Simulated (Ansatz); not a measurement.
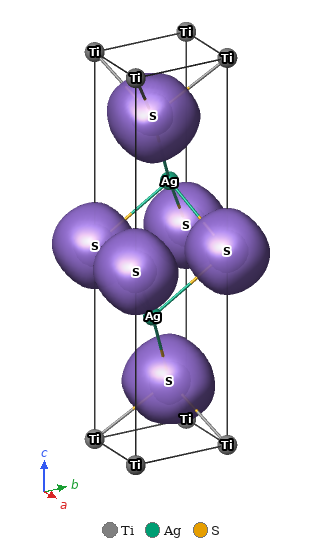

TiAg2S3. Isosurface of the ELF at 0.7 (purple), seen slightly off an axis. Only the valence region is drawn (cores and ρ < 0.01 e/Å³ removed). Sticks mark near contacts.

Space group P-3m1; a structure from a database of computed crystals, not necessarily the ambient phase; started from the CaSm2S3-164 prototype, which need not be the ambient phase; computed without spin polarisation.

All numbers below come from DFT, r2SCAN+rVV10, plane waves, PAW in Ansatz 0.2.0.

Core electrons are frozen (PAW), and the valence fields are smoothed inside the atomic spheres.

> Where are the electrons localised?

The surface consists of three regions wrapped around S (the valence shell of each), counted in one cell of 6 atoms. Any copies at cell faces, edges or corners count once. Along the contacts the grid gives the following. Ti–S (2.47 Å): the ELF peaks at about 0.85 in the valence shell of S, 0.8 Å from its nucleus, and is about 0.50 at the midpoint. Ag–S (2.57 Å): the ELF peaks at about 0.85 in the valence shell of S, 0.8 Å from its nucleus, and drops to about 0.15 between the two atoms.
